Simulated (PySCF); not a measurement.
# C8H9BCl2: NMR shifts in solvents

Aim: compute the NMR shifts of C8H9BCl2 (`C#C[C@@H]1[C@H]2CC[C@H]2[C@H]1B(Cl)Cl`), and see what a dielectric continuum does where one was used.

The runs use PySCF 2.14.0, with density-fitted response routines of our own; the level of theory stands in each step. All values are computed, except where a source is named. Atoms are numbered from 0 throughout.

**1. Starting geometry**

20 atoms, charge 0, multiplicity 1; geometry from: GFN2-xTB.

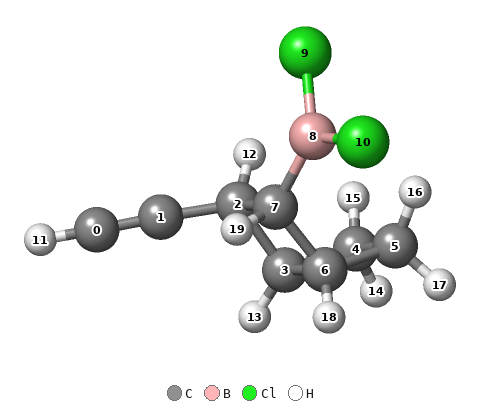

As it starts; carbon grey, boron pink, chlorine green, hydrogen white, atoms numbered.

**2. Relaxing the molecule at PBE0-D3(BJ)/def2-SVP**

The job: settings as JSON, then the geometry in Å.

```
{"job": {"xc": "PBE0", "basis": "def2-SVP", "d3": "d3bj", "grid": 1, "kind": "geom"}, "charge": 0, "multiplicity": 1}
C     -0.983322     2.771985    -2.018337
C     -0.765440     1.715084    -1.499376
C     -0.488066     0.468539    -0.832298
C     -0.920817     0.409113     0.650010
C     -1.324578    -0.990434     1.128991
C      0.141180    -1.281069     1.499732
C      0.535357     0.141308     1.068107
C      0.998938     0.286263    -0.405606
B      1.868624    -0.874136    -1.040715
Cl     1.284155    -1.840432    -2.336230
Cl     3.444469    -1.199098    -0.424489
H     -1.184013     3.685261    -2.493735
H     -0.876440    -0.357795    -1.432114
H     -1.498012     1.256761     1.009477
H     -1.994056    -0.976795     1.986626
H     -1.750140    -1.633948     0.361050
H      0.612741    -2.077532     0.926976
H      0.297402    -1.472205     2.559213
H      1.069172     0.740474     1.800491
H      1.527696     1.239334    -0.510808
```

Standard output:

```text
step   0  E = -1254.27284614  max force = 0.021918
step   1  E = -1254.27638026  max force = 0.006655
step   2  E = -1254.27656745  max force = 0.002135
step   3  E = -1254.27658554  max force = 0.000814
step   4  E = -1254.27659807  max force = 0.000453
step   5  E = -1254.27660208  max force = 0.000281
optimisation converged
```

Wall time 6.6 min (1 thread, shared host).

Step by step:

| step | energy from step 0 (eV) | largest force component (eV/Å) |
| --- | --- | --- |
| 0 | 0.0000 | 1.1271 |
| 1 | -0.0962 | 0.3422 |
| 2 | -0.1013 | 0.1098 |
| 3 | -0.1018 | 0.0419 |
| 4 | -0.1021 | 0.0233 |
| 5 | -0.1022 | 0.0144 |

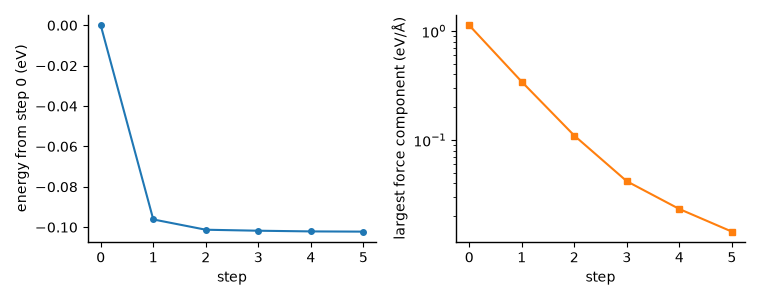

Energy and force, step by step.

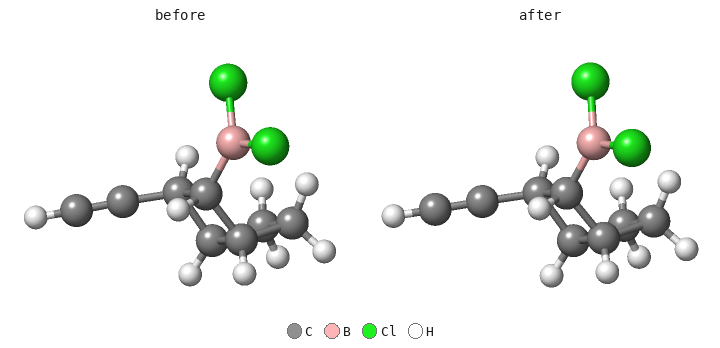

The geometry before (left) and after (right).

Close pairs (by a distance rule), those that changed most:

| bond | before (Å) | after (Å) | change (Å) |
| --- | --- | --- | --- |
| B8–Cl9 | 1.719 | 1.753 | +0.034 |
| B8–Cl10 | 1.723 | 1.755 | +0.032 |
| C7–B8 | 1.583 | 1.558 | -0.025 |
| C0–H11 | 1.049 | 1.074 | +0.025 |
| C3–C6 | 1.538 | 1.554 | +0.016 |
| C0–C1 | 1.197 | 1.212 | +0.015 |
| C5–H16 | 1.088 | 1.102 | +0.013 |
| C4–H15 | 1.089 | 1.101 | +0.012 |

The next job starts from the end point, and lists it.

| at the end point | value |
| --- | --- |
| point group (found at 0.08 Å tolerance) | C1 |
| rotational constants (GHz, main isotopes) | 1.023, 0.620, 0.513 |
| dipole moment (D) | 1.42 |

**3. Shielding tensors: PBE0/pcSseg-1 in acetone**

The job: settings as JSON, then the geometry in Å.

```
{"job": {"kind": "nmr", "xc": "PBE0", "basis": "pcSseg-1", "solvent": "acetone", "pop": true}, "charge": 0, "multiplicity": 1}
C     -0.804526     2.664890    -2.219158
C     -0.578840     1.610239    -1.666127
C     -0.291685     0.363660    -0.984595
C     -0.708225     0.278461     0.511563
C     -1.132725    -1.126784     0.972550
C      0.337975    -1.455920     1.325649
C      0.762465    -0.030084     0.909429
C      1.198426     0.152036    -0.571673
B      2.058851    -0.992253    -1.186043
Cl     1.478279    -2.018695    -2.482563
Cl     3.650447    -1.317323    -0.522982
H     -1.010940     3.594922    -2.715208
H     -0.694390    -0.473057    -1.579733
H     -1.261960     1.144386     0.897409
H     -1.798027    -1.115006     1.847649
H     -1.601744    -1.752866     0.197793
H      0.799595    -2.280218     0.758666
H      0.500744    -1.663894     2.392665
H      1.320909     0.556349     1.651022
H      1.759793     1.095394    -0.676133
```

With the program's defaults for keys left out, this is: GIAO PBE0/pcSseg-1 NMR shielding, non-relativistic, IEF-PCM acetone.

Standard output:

```text
coarse grid: 18608 points
cycle   1  E = -1254.5762387969  dE =  1.614e+00  |g| = 4.453e-01  |ddm| = 4.397e+00
cycle   2  E = -1254.5788377279  dE = -2.599e-03  |g| = 4.528e-01  |ddm| = 9.532e-01
cycle   3  E = -1254.6305370447  dE = -5.170e-02  |g| = 6.547e-02  |ddm| = 4.639e-01
cycle   4  E = -1254.6313437206  dE = -8.067e-04  |g| = 3.308e-02  |ddm| = 8.707e-02
cycle   5  E = -1254.6315731956  dE = -2.295e-04  |g| = 1.395e-02  |ddm| = 3.196e-02
cycle   6  E = -1254.6316169809  dE = -4.379e-05  |g| = 3.842e-03  |ddm| = 1.272e-02
cycle   7  E = -1254.6316206302  dE = -3.649e-06  |g| = 7.829e-04  |ddm| = 3.592e-03
final grid: 172712 points
cycle   8  E = -1254.6989140366  dE = -6.439e-05  |g| = 8.446e-03  |ddm| = 6.895e-02
cycle   9  E = -1254.6989053367  dE =  8.700e-06  |g| = 1.017e-02  |ddm| = 1.961e-02
cycle  10  E = -1254.6989313051  dE = -2.597e-05  |g| = 1.348e-03  |ddm| = 1.098e-02
cycle  11  E = -1254.6989316407  dE = -3.356e-07  |g| = 5.395e-04  |ddm| = 1.601e-03
cycle  12  E = -1254.6989317067  dE = -6.598e-08  |g| = 1.660e-04  |ddm| = 4.977e-04
cycle  13  E = -1254.6989317132  dE = -6.509e-09  |g| = 3.523e-05  |ddm| = 1.516e-04
cycle  14  E = -1254.6989317135  dE = -2.933e-10  |g| = 9.622e-06  |ddm| = 4.147e-05
converged SCF energy = -1254.6989317135

GIAO shielding tensors (ppm)
atom      isotropic    diamagn.    paramagn.     s11        s22        s33       span
  0 C      106.274     258.024    -151.750     40.844     42.463    235.514    194.670
  1 C       91.945     256.130    -164.185    -14.909     -9.673    300.417    315.326
  2 C      149.645     249.176     -99.531    135.003    152.807    161.126     26.123
  3 C      142.083     245.522    -103.439    129.910    142.571    153.768     23.858
  4 C      155.874     247.764     -91.891    141.758    152.859    173.004     31.246
  5 C      157.266     251.627     -94.362    142.921    152.779    176.097     33.176
  6 C      146.404     248.671    -102.268    133.495    136.163    169.553     36.058
  7 C      136.625     251.882    -115.256    119.105    134.380    156.391     37.287
  8 B       33.986     189.892    -155.906    -18.403     38.375     81.987    100.390
  9 Cl     656.476    1146.459    -489.983    329.085    728.252    912.091    583.005
 10 Cl     693.782    1146.088    -452.305    400.828    772.692    907.828    507.000
 11 H       28.595      32.879      -4.284     23.560     23.695     38.530     14.969
 12 H       27.849      28.474      -0.625     24.626     28.613     30.307      5.681
 13 H       28.640      31.167      -2.526     24.614     28.928     32.379      7.764
 14 H       28.742      29.170      -0.428     25.194     26.112     34.920      9.726
 15 H       29.265      28.913       0.352     26.093     27.606     34.096      8.003
 16 H       29.481      29.542      -0.061     25.806     30.144     32.491      6.685
 17 H       28.799      29.516      -0.717     25.003     26.812     34.580      9.576
 18 H       28.168      31.808      -3.640     24.948     27.291     32.266      7.318
 19 H       28.483      30.516      -2.033     25.167     29.607     30.673      5.506
```

It took 2.7 min on 1 thread, shared host.

The references, computed at this level on geometries of the same kind, shield at (ppm): 1H TMS 31.24, 13C TMS 185.4, 11B BF3·OEt2 101.3. Their shielding less the atom's gives the shift. The references are single molecules in the same continuum. Atoms listed in one row are averaged.

| atoms | environment | σ (ppm) | δ (ppm) |
| --- | --- | --- | --- |
| C1 | alkyne carbon | 91.9 | 93.5 |
| C0 | terminal alkyne carbon | 106.3 | 79.2 |
| C7 | sp3 CH bonded to B | 136.6 | 48.8 |
| C3 | sp3 CH in a ring | 142.1 | 43.3 |
| C6 | sp3 CH in a ring | 146.4 | 39.0 |
| C2 | propargylic sp3 CH | 149.6 | 35.8 |
| C4 | sp3 CH2 in a ring | 155.9 | 29.6 |
| C5 | sp3 CH2 in a ring | 157.3 | 28.2 |
| H12 | hydrogen on a propargylic sp3 CH | 27.85 | 3.39 |
| H18 | hydrogen on an sp3 CH in a ring | 28.17 | 3.07 |
| H19 | hydrogen on an sp3 CH bonded to B | 28.48 | 2.76 |
| H11 | hydrogen on a terminal alkyne carbon | 28.59 | 2.65 |
| H13 | hydrogen on an sp3 CH in a ring | 28.64 | 2.60 |
| H14 | hydrogen on an sp3 CH2 in a ring | 28.74 | 2.50 |
| H17 | hydrogen on an sp3 CH2 in a ring | 28.80 | 2.44 |
| H15 | hydrogen on an sp3 CH2 in a ring | 29.27 | 1.98 |
| H16 | hydrogen on an sp3 CH2 in a ring | 29.48 | 1.76 |
| B8 | boron bonded to C, 2 Cl | 34.0 | 67.3 |
| Cl9, Cl10 | chlorine bonded to B | 675 | – |

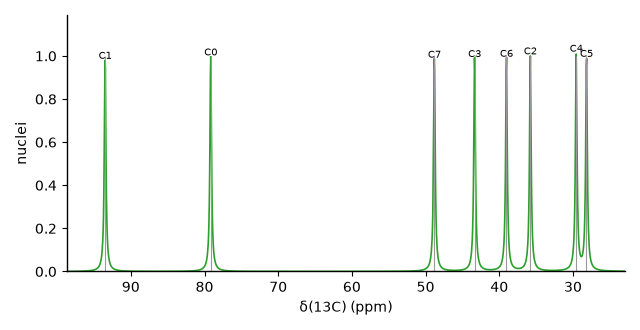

13C lines at the computed shifts, without couplings. Lines are broadened to a width of 0.26 ppm (Lorentzian).

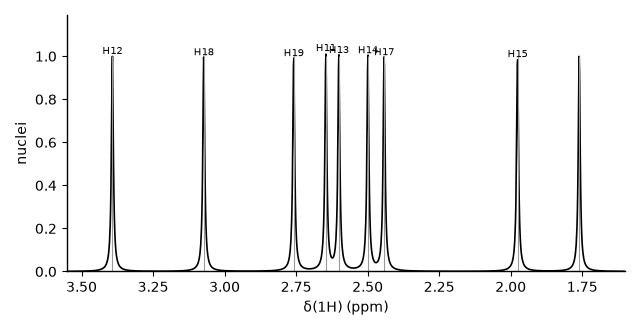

1H lines at the computed shifts, without couplings. Lines are broadened to a width of 0.01 ppm (Lorentzian).

The run also stored atomic charges by several schemes (e):

| atoms | Mulliken | IAO | Hirshfeld | ESP fit |
| --- | --- | --- | --- | --- |
| C0 | -0.45 | -0.28 | -0.14 | -0.40 |
| C1 | 0.32 | -0.04 | -0.05 | -0.18 |
| C2 | -0.21 | -0.13 | -0.02 | 0.04 |
| C3 | -0.18 | -0.10 | -0.02 | 0.17 |
| C4 | -0.12 | -0.27 | -0.07 | -0.34 |
| C5 | -0.18 | -0.27 | -0.07 | 0.06 |
| C6 | -0.22 | -0.10 | -0.02 | -0.28 |
| C7 | -0.29 | -0.27 | -0.11 | 0.06 |
| B8 | 0.53 | 0.17 | 0.18 | 0.14 |
| Cl9, Cl10 | -0.20 | -0.06 | -0.06 | -0.12 |

IAO charges:

C0 -0.28; C1 -0.04; C2 -0.13; C3 -0.10; C4 -0.27; C5 -0.27; C6 -0.10; C7 -0.27; B8 0.17; Cl9 -0.06; Cl10 -0.07; H11 0.22; H12 0.16; H13 0.14; H14 0.15; H15 0.14; H16 0.13; H17 0.15; H18 0.14; H19 0.18

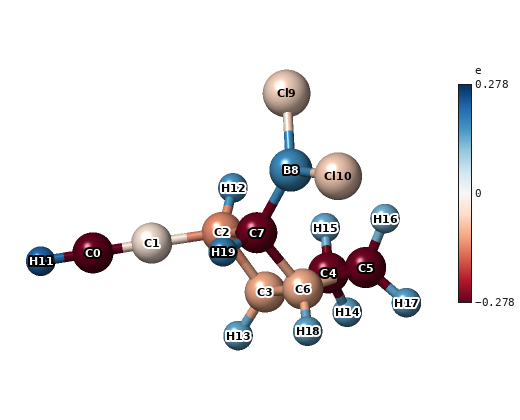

IAO charges, as colours on the atoms.

Mayer bond orders: C0–C1 2.47, C1–C2 1.06, C2–C3 0.95, C3–C4 1.02, C4–C5 1.05, C5–C6 1.01, C6–C7 0.99, C7–B8 0.98, B8–Cl9 1.15, B8–Cl10 1.14, C7–C2 0.97, C6–C3 0.96.

Ring of atoms C2, C3, C6, C7: NICS(0) -0.3, NICS(1) 0.6, NICS(1)zz 5.8 ppm (means of both faces).

Ring of atoms C3, C4, C5, C6: NICS(0) 2.6, NICS(1) 0.8, NICS(1)zz 4.1 ppm (means of both faces).

**4. Nuclear shieldings: PBE0/pcSseg-1 in benzene**

Settings changed since step 3:

```diff
@@ -1,2 +1,2 @@
-{"job": {"kind": "nmr", "xc": "PBE0", "basis": "pcSseg-1", "solvent": "acetone", "pop": true}, "charge": 0, "multiplicity": 1}
+{"job": {"kind": "nmr", "xc": "PBE0", "basis": "pcSseg-1", "solvent": "benzene", "pop": false}, "charge": 0, "multiplicity": 1}
 C     -0.804526     2.664890    -2.219158
```

With the program's defaults for keys left out, this is: GIAO PBE0/pcSseg-1 NMR shielding, non-relativistic, IEF-PCM benzene.

Standard output:

```text
coarse grid: 18608 points
cycle   1  E = -1254.5716969491  dE =  1.619e+00  |g| = 4.498e-01  |ddm| = 4.398e+00
cycle   2  E = -1254.5724032607  dE = -7.063e-04  |g| = 4.655e-01  |ddm| = 1.005e+00
cycle   3  E = -1254.6270645384  dE = -5.466e-02  |g| = 6.967e-02  |ddm| = 4.892e-01
cycle   4  E = -1254.6280064414  dE = -9.419e-04  |g| = 3.439e-02  |ddm| = 9.738e-02
cycle   5  E = -1254.6282497459  dE = -2.433e-04  |g| = 1.555e-02  |ddm| = 3.616e-02
cycle   6  E = -1254.6283041381  dE = -5.439e-05  |g| = 4.388e-03  |ddm| = 1.425e-02
cycle   7  E = -1254.6283089049  dE = -4.767e-06  |g| = 8.739e-04  |ddm| = 4.047e-03
final grid: 172712 points
cycle   8  E = -1254.6956220771  dE = -6.375e-05  |g| = 8.673e-03  |ddm| = 6.876e-02
cycle   9  E = -1254.6956114765  dE =  1.060e-05  |g| = 1.072e-02  |ddm| = 2.055e-02
cycle  10  E = -1254.6956402717  dE = -2.880e-05  |g| = 1.500e-03  |ddm| = 1.181e-02
cycle  11  E = -1254.6956406792  dE = -4.075e-07  |g| = 6.601e-04  |ddm| = 1.814e-03
cycle  12  E = -1254.6956407800  dE = -1.008e-07  |g| = 1.805e-04  |ddm| = 5.906e-04
cycle  13  E = -1254.6956407878  dE = -7.768e-09  |g| = 3.592e-05  |ddm| = 1.756e-04
cycle  14  E = -1254.6956407881  dE = -2.979e-10  |g| = 1.097e-05  |ddm| = 4.572e-05
converged SCF energy = -1254.6956407881

GIAO shielding tensors (ppm)
atom      isotropic    diamagn.    paramagn.     s11        s22        s33       span
  0 C      106.199     258.644    -152.446     41.068     42.855    234.673    193.606
  1 C       92.995     255.551    -162.556    -13.493     -8.064    300.542    314.035
  2 C      149.091     248.972     -99.881    134.390    152.236    160.647     26.257
  3 C      142.161     245.580    -103.419    130.185    142.629    153.669     23.485
  4 C      155.651     247.679     -92.029    141.500    152.911    172.541     31.040
  5 C      157.099     251.443     -94.344    142.925    152.580    175.791     32.866
  6 C      146.589     248.729    -102.140    133.907    136.321    169.538     35.631
  7 C      136.690     251.802    -115.112    119.544    133.917    156.610     37.067
  8 B       34.068     189.824    -155.756    -17.165     37.212     82.157     99.323
  9 Cl     651.021    1146.405    -495.383    320.961    719.554    912.549    591.588
 10 Cl     687.632    1146.036    -458.403    391.488    763.627    907.782    516.294
 11 H       28.818      33.031      -4.213     23.870     24.002     38.581     14.712
 12 H       27.922      28.498      -0.576     24.701     28.706     30.360      5.659
 13 H       28.665      31.207      -2.542     24.647     28.948     32.400      7.754
 14 H       28.797      29.256      -0.460     25.268     26.171     34.951      9.684
 15 H       29.325      28.954       0.372     26.162     27.654     34.159      7.997
 16 H       29.502      29.549      -0.047     25.826     30.166     32.512      6.686
 17 H       28.852      29.588      -0.737     25.072     26.870     34.613      9.541
 18 H       28.249      31.902      -3.653     25.023     27.389     32.336      7.313
 19 H       28.586      30.628      -2.042     25.300     29.704     30.754      5.454
```

Run time: 2.5 min. Hardware: 1 thread, shared host.

Key values: δ C1 91.9, C0 78.7, C7 48.2, C3 42.7, H12 3.33, H18 3.01 ppm.

**5. Side by side: NMR shifts**

Shifts (ppm) of some atoms, chosen among heavy atoms and hydrogens apart, with basis size and wall time:

| run | C1 | C0 | C7 | C3 | C6 | H19 | H11 | functions | time |
| --- | --- | --- | --- | --- | --- | --- | --- | --- | --- |
| PBE0/pcSseg-1 in acetone | 93.5 | 79.2 | 48.8 | 43.3 | 39.0 | 2.76 | 2.65 | 246 | 2.7 min |
| PBE0/pcSseg-1 in benzene | 91.9 | 78.7 | 48.2 | 42.7 | 38.3 | 2.67 | 2.44 | 246 | 2.5 min |

The continuum's effect on the ground state:

| solvent | ε | polarisation energy (Eh) | μ (D) |
| --- | --- | --- | --- |
| benzene | 2.27 | -0.0031 | 1.91 |
| acetone | 20.49 | -0.0068 | 2.10 |

**6. Summary of results**

| quantity | value |
| --- | --- |
| point group | C1 |
| rotational constants (main isotopes) | 1.02, 0.62, 0.51 GHz |
| 13C shifts against TMS (PBE0/pcSseg-1, acetone) | 93.5, 79.2, 48.8, 43.3, 39.0, 35.8, 29.6, 28.2 ppm |
| 1H shifts against TMS (PBE0/pcSseg-1, acetone) | 3.39, 3.07, 2.76, 2.65, 2.60, 2.50, 2.44, 1.98, 1.76 ppm |
| 11B shifts against BF3·OEt2 (PBE0/pcSseg-1, acetone) | 67.3 ppm |
| shieldings of Cl (PBE0/pcSseg-1, acetone, a mean where the table joins atoms) | Cl9 675.1 ppm |
| range of the shift of C1 | 91.9 to 93.5 ppm |

The optimisation took 5 steps and gained 0.102 eV; among the close pairs (by a distance rule), B8–Cl9 changed most, from 1.719 to 1.753 Å. No frequency check was run at this level, so the end point may be a saddle. At PBE0/pcSseg-1: Shielding is most anisotropic at Cl9, Cl10 (span 545 ppm, paramagnetic term -471 ppm). Among the atoms with a shift in every run: In ppm, C1 moves most: its shift spreads over 1.6 ppm, from 91.9 (PBE0/pcSseg-1 in benzene) to 93.5 (PBE0/pcSseg-1 in acetone). Part of that comes from the computed reference. The continuum holds electrostatics alone: no hydrogen bonds to the solvent, and the gas-phase geometry is kept.
